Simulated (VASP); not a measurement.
# BiN with r2SCAN: from relaxation to properties, part 4 of 4

Aim: relax BiN, then compute properties on the relaxed cell. The cell is invented: it takes the structure of a Materials Project entry for GaN (space group 216 there), with some of its atoms replaced by other elements, volume scaled by an estimate. It may not be a known or stable phase.

VASP 6.6.1, plane waves and PAW; the level of theory is named at each step.

Still holding for the runs below: The k-mesh is coarse for a metal.

So far. Step 6 (Density of states (r2SCAN)): The finer mesh and the other smearing move the Fermi level by -0.04 eV from the 8×8×8 run, a small shift, which tests the Fermi level alone. Of the states within 0.3 eV of the Fermi level, the largest shares in the PAW spheres are N p 37 %, Bi s 11 % and Bi p 9 %. The rest lies in smaller channels or between the spheres. The relaxed cell has a = 5.520 Å (conventional setting).

## 8. Zone-centre phonons (r2SCAN)

This step: r2SCAN; plane waves and PAW (Bi_d, N); invented cell (VASP 6.6.1).

Zone-centre modes test whether the atoms sit at a minimum within this cell. IBRION = 6 takes the force constants from differences of forces between displaced cells, so the forces must be tight.

INCAR

```
SYSTEM = BiN
PREC = Accurate
ENCUT = 520
EDIFF = 1E-08
NELM = 100
ISMEAR = 0
SIGMA = 0.05
LREAL = .FALSE.
ALGO = Normal
METAGGA = R2SCAN
LASPH = .TRUE.
LORBIT = 11
LWAVE = .FALSE.
LCHARG = .FALSE.
IBRION = 6
NFREE = 2
POTIM = 0.015
ISIF = 2
NSW = 1
```

POSCAR

```
BiN
1.0
    0.0000000000      2.7601193961      2.7601193961
    2.7601193961      0.0000000000      2.7601193961
    2.7601193961      2.7601193961      0.0000000000
Bi N
1 1
Direct
    0.0000000000      0.0000000000      0.0000000000
    0.2500000000      0.2500000000      0.2500000000
```

KPOINTS

```
Automatic mesh
0
Gamma
8 8 8
0 0 0
```

PAW data sets: Bi_d and N (PBE family, release 64).

On the command line:

```sh
> mpirun -np 1 vasp_std
```

Output:

```text
[... set-up lines as in an earlier step ...]
 entering main loop
       N       E                     dE             d eps       ncg     rms          rms(c)
[... 12 cycles as in an earlier step ...]
DAV:  13    -0.658571886829E+02   -0.13710E-05   -0.43128E-06  1032   0.205E-02    0.589E-03
DAV:  14    -0.658571888036E+02   -0.12071E-06   -0.14636E-06  1010   0.170E-02    0.194E-03
DAV:  15    -0.658571887947E+02    0.89190E-08   -0.20378E-07   854   0.562E-03    0.190E-04
DAV:  16    -0.658571888199E+02   -0.25251E-07   -0.81858E-09   550   0.117E-03    0.130E-04
DAV:  17    -0.658571888200E+02   -0.53205E-10   -0.28485E-09   424   0.845E-04
   1 F= -.65857189E+02 E0= -.65856806E+02  d E =-.766255E-03
 Found     2 degrees of freedom:
 Finite differences POTIM= 0.01500 DOF=   2
 bond charge predicted
       N       E                     dE             d eps       ncg     rms          rms(c)
DAV:   1    -0.658492239104E+02    0.79649E-02   -0.16031E+00  3170   0.892E+00    0.787E-02
DAV:   2    -0.658566806682E+02   -0.74568E-02   -0.40781E-02  3360   0.212E+00    0.437E-02
DAV:   3    -0.658567185859E+02   -0.37918E-04   -0.46312E-04  3344   0.225E-01    0.322E-02
DAV:   4    -0.658567309758E+02   -0.12390E-04   -0.59610E-05  3920   0.103E-01    0.899E-03
DAV:   5    -0.658567337761E+02   -0.28003E-05   -0.41047E-06  3064   0.204E-02    0.325E-03
DAV:   6    -0.658567340669E+02   -0.29083E-06   -0.55483E-07  3128   0.751E-03    0.169E-03
DAV:   7    -0.658567340786E+02   -0.11656E-07   -0.19661E-07  3152   0.615E-03    0.572E-04
DAV:   8    -0.658567341276E+02   -0.49029E-07   -0.38455E-08  2774   0.183E-03    0.168E-04
DAV:   9    -0.658567341441E+02   -0.16511E-07   -0.40955E-09  1372   0.115E-03    0.539E-05
DAV:  10    -0.658567341414E+02    0.26880E-08   -0.76809E-10  1336   0.305E-04
   2 F= -.65856734E+02 E0= -.65856324E+02  d E =-.820948E-03
[...]
3 F= -.65856734E+02 E0= -.65856324E+02  d E =-.820942E-03
[...]
4 F= -.65856736E+02 E0= -.65856325E+02  d E =-.820926E-03
 Finite differences progress:
  Degree of freedom:   2/  2
  Displacement:        1/  2
  Total:               3/  4
 bond charge predicted
       N       E                     dE             d eps       ncg     rms          rms(c)
DAV:   1    -0.658565017654E+02    0.23392E-03   -0.22487E+00  2660   0.926E+00    0.150E-01
DAV:   2    -0.658570099804E+02   -0.50822E-03   -0.24859E-02  3080   0.125E+00    0.813E-02
DAV:   3    -0.658567174419E+02    0.29254E-03   -0.83656E-04  3056   0.261E-01    0.296E-02
DAV:   4    -0.658567293969E+02   -0.11955E-04   -0.29400E-04  3026   0.134E-01    0.175E-02
DAV:   5    -0.658567349835E+02   -0.55866E-05   -0.33075E-05  2930   0.500E-02    0.148E-02
DAV:   6    -0.658567357905E+02   -0.80701E-06   -0.27145E-06  3032   0.155E-02    0.652E-03
DAV:   7    -0.658567357535E+02    0.37049E-07   -0.26341E-06  2696   0.147E-02    0.121E-03
DAV:   8    -0.658567358366E+02   -0.83172E-07   -0.52969E-07  2780   0.599E-03    0.123E-03
DAV:   9    -0.658567358211E+02    0.15534E-07   -0.15258E-08  2368   0.154E-03    0.320E-04
DAV:  10    -0.658567358201E+02    0.97043E-09   -0.63655E-09  1390   0.100E-03
   5 F= -.65856736E+02 E0= -.65856325E+02  d E =-.820931E-03
 Finite differences progress:
  Degree of freedom:   2/  2
  Displacement:        2/  2
  Total:               4/  4
```

The job ended after 6.3 min (1 MPI rank of Intel Xeon 6975P-C (Granite Rapids), shared host; peak memory 0.23 GiB).

From OUTCAR (step 8):

```text
   NELECT =      20.0000    total number of electrons

 E-fermi :   6.4449

 k-point     1 :       0.0000    0.0000    0.0000
  band No.  band energies     occupation
    ...
      6     -10.4039      2.00000
      7      -1.0840      2.00000
      8       4.1468      2.00000
      9       4.1870      2.00000
     10       4.2248      2.00000
     11       9.4964      0.00000
     12       9.5379      0.00000
     13       9.5828      0.00000
     14      13.0946      0.00000

  Total       -0.0108104      0.0078587      0.0078587      0.0000000      0.0924906      0.0000000
  in kB       -0.4118490      0.2993956      0.2993956      0.0000000      3.5236651      0.0000000
  external PRESSURE =       0.0623141 kB  Pullay stress =       0.0000000 kB

 POSITION                                       TOTAL-FORCE (eV/Angst)
 -----------------------------------------------------------------------------------
      0.00000      0.00000      0.00000        -0.060252      0.000000      0.000000
      1.36506      1.38006      1.38006         0.060252     -0.000000     -0.000000
 -----------------------------------------------------------------------------------
    total drift:                                0.000040     -0.000000     -0.000000

  FREE ENERGIE OF THE ION-ELECTRON SYSTEM (eV)
  ---------------------------------------------------
  free  energy   TOTEN  =       -65.8567358201 eV

  energy  without entropy=      -65.8559148889  energy(sigma->0) =      -65.85632535

 Eigenvectors and eigenvalues of the dynamical matrix
 ----------------------------------------------------

   1 f  =    8.649058 THz    54.343635 2PiTHz  288.501524 cm-1    35.769614 meV
             X         Y         Z           dx          dy          dz
      0.000000  0.000000  0.000000    -0.251026   -0.000000    0.000000
      1.380060  1.380060  1.380060     0.967980   -0.000000    0.000000

   2 f  =    8.649058 THz    54.343635 2PiTHz  288.501524 cm-1    35.769614 meV
             X         Y         Z           dx          dy          dz
      0.000000  0.000000  0.000000     0.000000    0.243928   -0.059272
      1.380060  1.380060  1.380060     0.000000   -0.940610    0.228557

   3 f  =    8.649058 THz    54.343635 2PiTHz  288.501524 cm-1    35.769614 meV
             X         Y         Z           dx          dy          dz
      0.000000  0.000000  0.000000     0.000000   -0.059272   -0.243928
      1.380060  1.380060  1.380060     0.000000    0.228557    0.940610

   4 f/i=    0.003992 THz     0.025085 2PiTHz    0.133173 cm-1     0.016511 meV
             X         Y         Z           dx          dy          dz
      0.000000  0.000000  0.000000     0.149920   -0.948795    0.119575
      1.380060  1.380060  1.380060     0.038879   -0.246051    0.031009

   5 f/i=    0.003992 THz     0.025085 2PiTHz    0.133173 cm-1     0.016511 meV
             X         Y         Z           dx          dy          dz
      0.000000  0.000000  0.000000     0.000000    0.121036    0.960383
      1.380060  1.380060  1.380060     0.000000    0.031388    0.249056

   6 f/i=    0.003992 THz     0.025085 2PiTHz    0.133173 cm-1     0.016511 meV
             X         Y         Z           dx          dy          dz
      0.000000  0.000000  0.000000     0.956300    0.148743   -0.018746
      1.380060  1.380060  1.380060     0.247997    0.038574   -0.004861

 ELASTIC MODULI CONTR FROM IONIC RELAXATION (kBar)
 Direction    XX          YY          ZZ          XY          YZ          ZX
 --------------------------------------------------------------------------------
 XX          -0.0000     -0.0000     -0.0000      0.0000      0.0000     -0.0000
 YY          -0.0000     -0.0000     -0.0000      0.0000      0.0000      0.0000
 ZZ          -0.0000     -0.0000     -0.0000      0.0000      0.0000     -0.0000
 XY           0.0000      0.0000      0.0000   -359.9989      0.0000      0.0000
 YZ           0.0000      0.0000      0.0000      0.0000   -359.9989      0.0000
 ZX          -0.0000      0.0000     -0.0000      0.0000      0.0000   -359.9989
 --------------------------------------------------------------------------------

[... 8 parts as in an earlier step ...]

[... 9 further parts left out ...]
```

CONTCAR:

```
BiN
   1.00000000000000
     0.0000000000000000    2.7601193960999999    2.7601193960999999
     2.7601193960999999    0.0000000000000000    2.7601193960999999
     2.7601193960999999    2.7601193960999999    0.0000000000000000
  Bi              N
     1     1
Direct
     0.0000000000000000    0.0000000000000000    0.0000000000000000
     0.2527172737565619    0.2472827262434381    0.2472827262434381
```

The last energy, forces, stress and levels in OUTCAR belong to the last displaced cell, not to the cell of POSCAR.

Numbers from this step:

| Quantity | Value |
| --- | --- |
| bands | 14 |
| irreducible k-points | 29 |
| pressure of the cell | 0.006996 GPa |
| largest force of the cell | 0 eV/Å |

The modes at Γ (shares of kinetic energy by element, %):

```tsv
mode	frequency (cm⁻¹)	symmetry	Bi %	N %
1	-0.1	acoustic	94	6
2	-0.1	acoustic	94	6
3	-0.1	acoustic	94	6
4	288.5	T2	6	94
5	288.5	T2	6	94
6	288.5	T2	6	94
```

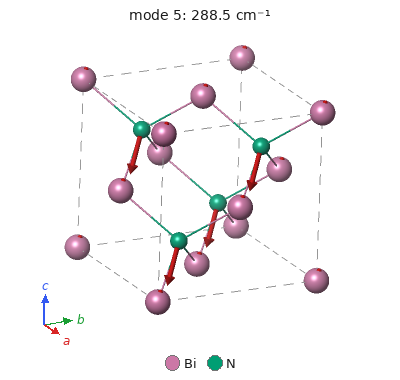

Displacement patterns of mode 5 at Γ; arrows are exaggerated. Bonds to atoms that aren't drawn are left out. Some periodic images of atoms are drawn too.

The three acoustic modes lie within 0.1 cm⁻¹ of zero, and all others are real. By the characters of their eigenvectors the optical modes sort into (cm⁻¹) Raman active: T2 289; infrared active: T2 289.

## 9. Field gradients at the nuclei (r2SCAN)

Field gradients probe how far the charge around each nucleus departs from cubic symmetry; LASPH keeps the non-spherical terms inside the spheres.

INCAR

```
SYSTEM = BiN
PREC = Accurate
ENCUT = 520
EDIFF = 1E-07
NELM = 100
ISMEAR = 0
SIGMA = 0.05
LREAL = .FALSE.
ALGO = Normal
METAGGA = R2SCAN
LASPH = .TRUE.
LORBIT = 11
LWAVE = .FALSE.
LCHARG = .FALSE.
LEFG = .TRUE.
```

POSCAR is that of step 8.

KPOINTS is that of step 8.

On the command line:

```sh
> mpirun -np 1 vasp_std
```

Output:

```text
[... set-up lines as in an earlier step ...]
 entering main loop
       N       E                     dE             d eps       ncg     rms          rms(c)
[... 14 cycles as in an earlier step ...]
DAV:  15    -0.658571887932E+02    0.10391E-07   -0.18445E-07   616   0.562E-03
ion   1
     0.0000000    -0.0000000     0.0000000    -0.0000000     0.0000000     0.0000000
     0.0000690    -0.0000000     0.0000000    -0.0000000     0.0000000     0.0000000
     0.0000950    -0.0000000     0.0000000    -0.0000000     0.0000000     0.0000000
     0.0001308    -0.0000000     0.0000000    -0.0000000     0.0000000     0.0000000
     0.0001801    -0.0000000     0.0000000    -0.0000000     0.0000000     0.0000000

     0.0000000    -0.0000000    -0.0000000    -0.0000000     0.0000000     0.0000000
     0.0000690    -0.0000000    -0.0000000    -0.0000000     0.0000000     0.0000000
     0.0000950    -0.0000000    -0.0000000    -0.0000000     0.0000000     0.0000000
     0.0001308    -0.0000000    -0.0000000    -0.0000000     0.0000000     0.0000000
     0.0001801    -0.0000000    -0.0000000    -0.0000000     0.0000000     0.0000000

ion   2
     0.0000000     0.0000000     0.0000000     0.0000000     0.0000000    -0.0000000
     0.0000281     0.0000000     0.0000000     0.0000000     0.0000000    -0.0000000
     0.0000381     0.0000000     0.0000000     0.0000000     0.0000000    -0.0000000
     0.0000517     0.0000000     0.0000000     0.0000000     0.0000000    -0.0000000
     0.0000701     0.0000000     0.0000000     0.0000000     0.0000000    -0.0000000

     0.0000000     0.0000000     0.0000000     0.0000000     0.0000000    -0.0000000
     0.0000281     0.0000000     0.0000000     0.0000000     0.0000000    -0.0000000
     0.0000381     0.0000000     0.0000000     0.0000000     0.0000000    -0.0000000
     0.0000517     0.0000000     0.0000000     0.0000000     0.0000000    -0.0000000
     0.0000701     0.0000000     0.0000000     0.0000000     0.0000000    -0.0000000

   1 F= -.65857189E+02 E0= -.65856806E+02  d E =-.766300E-03
```

Elapsed: 41 s, on 1 MPI rank; peak memory 0.17 GiB.

Parts of OUTCAR (step 9):

```text
   NELECT =      20.0000    total number of electrons

 E-fermi :   6.4511

 k-point     1 :       0.0000    0.0000    0.0000
  band No.  band energies     occupation
    ...
      6     -10.4030      2.00000
      7      -1.0837      2.00000
      8       4.1874      2.00000
      9       4.1874      2.00000
     10       4.1874      2.00000
     11       9.5387      0.00000
     12       9.5387      0.00000
     13       9.5387      0.00000
     14      13.0947      0.00000

  Total        0.0021481      0.0021481      0.0021481      0.0000000      0.0000000     -0.0000000
  in kB        0.0818389      0.0818389      0.0818389      0.0000000      0.0000000     -0.0000000
  external PRESSURE =       0.0818389 kB  Pullay stress =       0.0000000 kB

 POSITION                                       TOTAL-FORCE (eV/Angst)
 -----------------------------------------------------------------------------------
      0.00000      0.00000      0.00000         0.000000      0.000000     -0.000000
      1.38006      1.38006      1.38006        -0.000000     -0.000000      0.000000
 -----------------------------------------------------------------------------------
    total drift:                                0.000000      0.000000      0.000000

  FREE ENERGIE OF THE ION-ELECTRON SYSTEM (eV)
  ---------------------------------------------------
  free  energy   TOTEN  =       -65.8571887932 eV

  energy  without entropy=      -65.8564224930  energy(sigma->0) =      -65.85680564

 Electric field gradients after diagonalization (V/A^2)
 (convention: |V_zz| > |V_xx| > |V_yy|)
----------------------------------------------------------------------
 ion       V_xx      V_yy      V_zz     asymmetry (V_yy - V_xx)/ V_zz
----------------------------------------------------------------------
   1      -0.002    -0.002     0.003       0.000
   2      -0.000    -0.000     0.001       0.000
----------------------------------------------------------------------

[... 9 parts as in an earlier step ...]

[... 8 further parts left out ...]
```

Numbers from this step:

| Property | Result |
| --- | --- |
| SCF cycles | 15 |
| free energy (TOTEN) | -65.8572 eV |
| energy at zero smearing | -65.8568 eV |
| Fermi energy | 6.451 eV |
| pressure | 0.008184 GPa |

Electric field gradients, by row:

```tsv
atom	Vxx (V/Å²)	Vyy (V/Å²)	Vzz (V/Å²)	asymmetry
Bi1	-0.002	-0.002	0.003	-
N2	0	0	0.001	-
```

All gradients vanish within the noise.

The run ends at a pressure of 0.01 GPa.

## 10. Results

* relaxed volume: 21.03 Å³/atom
* relaxed conventional cell a, b, c: 5.520, 5.520, 5.520 Å
* space group after relaxing, within 0.02 Å: F-43m (No. 216)
* band gap: none, a metal
* DOS at the Fermi level: 0.581 states/eV/cell
* band gap (r2SCAN + SOC): none, a metal
* highest zone-centre mode: 289 cm⁻¹
* largest field gradient Vzz: zero within the noise on all sites

What this shows: With r2SCAN, BiN relaxes to 21.03 Å³/atom in space group F-43m (held by the symmetry of the run) and comes out as a metal. Band structure (r2SCAN): Of the bands kept, 2 cross the Fermi level on this path. Band structure (r2SCAN + SOC): Of the bands kept, 4 cross the Fermi level on this path (spinor bands, one electron each). Zone-centre phonons (r2SCAN): The highest mode in this list at Γ, 288.5 cm⁻¹, is mostly motion of N (94 % of the kinetic energy). The k-sampling is coarse for a metal, so the Fermi level, pressures and the shape of the cell carry errors. Modes at Γ alone can't show that the crystal is stable at other wave vectors. No search among competing phases was made. All values are for a static lattice at zero temperature.

[Lines on the potential files, build, host, timing and source positions are cut from VASP's logs without a mark.]

[Logs are printed without paths, hosts, clocks, repeated set-up lines and the standing remarks that a program may print on its own settings, such as how far it seeks lower states.]

[Hosts, paths, dates, database ids (printed as entryN), source tags and the programs' standing remarks are cut or masked in the printed files.]

[A measured line is paired with the nearest computed mode of its activity, which favours agreement.]
